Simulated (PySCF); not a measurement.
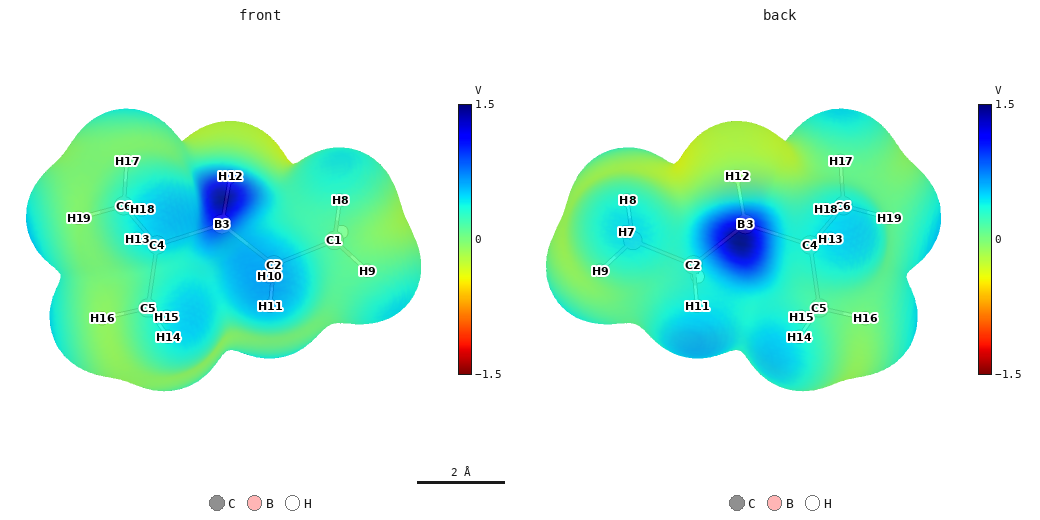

Figure 1: C5H13B (SMILES CCBC(C)C). The electrostatic potential painted on the density surface at 0.002 e/bohr³, seen from the front and from behind; the colour scale runs from red (negative) to blue (positive).

Geometry: GFN2-xTB.

All numbers below come from PySCF 2.14.0, wB97X-D/def2-SVPD, SCF density, gas phase.

```xyz
19

C     2.8496   -0.5295   -0.0246
C     1.3665   -0.5451    0.3509
B     0.3714    0.0842   -0.6919
C    -1.1988    0.0718   -0.4631
C    -1.6937   -0.6707    0.7806
C    -1.7392    1.5130   -0.4465
H     3.0238   -1.1330   -0.9123
H     3.1807    0.4848   -0.2346
H     3.4623   -0.9279    0.7829
H     1.2427   -0.0042    1.2959
H     1.0753   -1.5736    0.5839
H     0.7792    0.6117   -1.6574
H    -1.6531   -0.4163   -1.3368
H    -1.3938   -1.7155    0.7504
H    -1.2845   -0.2235    1.6836
H    -2.7803   -0.6314    0.8473
H    -1.4701    2.0370   -1.3601
H    -1.3237    2.0617    0.3964
H    -2.8241    1.5158   -0.3520
```

### Which sites attract a positive test charge, and which a negative one?

A positive charge is drawn to the negative regions and a negative charge to the positive ones. The most negative region (about −0.3 V) lies over C1 and H12, the most positive (about +1.4 V) over B3.

### How polar is the molecule by this calculation?

Its dipole moment is 0.37 D.
